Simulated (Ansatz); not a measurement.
## TiTe2: Te → Sb

Take TiTe2 in the CdI2 type structure (space group P-3m1, No. 164; a = 3.784 Å, c = 6.602 Å; layered, stacked along the Cartesian z axis) as the base.

The change: full substitution Te → Sb, then cell and atoms are relaxed.

All numbers come from plane-wave PAW DFT at the r2SCAN+rVV10 level (Ansatz, a program for electronic structure, 500 eV), spin-orbit coupling left out. Γ-centred 15×15×7 mesh, Fermi–Dirac width 0.05 eV, for the changed cell.

```json
{
  "density": "7.06 g/cm³ (base 6.15 g/cm³)",
  "lattice_parameter_a": "3.461 Å (base 3.784 Å)",
  "c/a ratio": "1.909 (base 1.745)",
  "space_group": "P-3m1 (No. 164) (base P-3m1 (No. 164))",
  "band_gap": "zero (base zero)"
}
```

Final structure:

```yaml
crystal:
  lattice:
    - [3.46088, 0.00000, 0.00000]
    - [-1.73044, 2.99721, 0.00000]
    - [0.00000, 0.00000, 6.60768]
  atoms:
    - { symbol: Ti, position: [0.00000, 0.00000, 0.00000] }
    - { symbol: Sb, position: [0.33333, 0.66667, 0.29661] }
    - { symbol: Sb, position: [0.66667, 0.33333, 0.70339] }
```

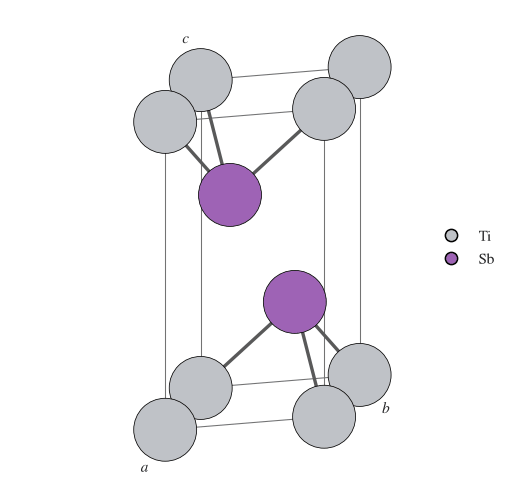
Fig. 1. The relaxed conventional cell after the change

Stability against distortions was not tested. As relaxed here, TiSb2 is a hypothetical phase, not in the database extracts checked. All final runs are without spin polarisation. TiSb2 has a high density of states at the Fermi level and may be magnetic at this level.
